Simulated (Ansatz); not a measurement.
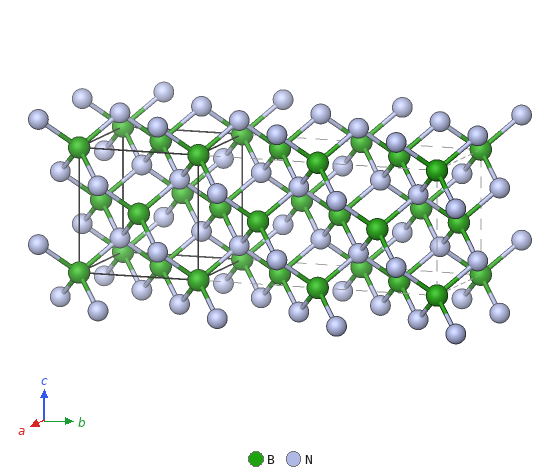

BN (space group F-43m, No. 216): the end point of a relaxation (final pressure about 120 GPa) with DFT LDA, scalar-relativistic, plane waves, PAW in Ansatz; the starting structure was generated, so it need not be a known form of this composition.

Bonds are taken as B–N below 1.6 Å; no other contact counts. The graph is simplified in the usual way: terminal and isolated atoms are pruned, two-connected atoms become edges.

### What kind of net remains, and which atoms are its nodes?

A uninodal 4-connected, three-periodic net: B and N are 4-connected nodes.

### Which named net is it?

It is the dia net, known from diamond, zinc blende and cristobalite.

### Is the net interpenetrated?

It is a single net, without interpenetration.

### How many nodes does the smallest cycle have?

Six.

### Give the point symbol of each node (shortest cycle at each angle).

B and N: 6⁶.
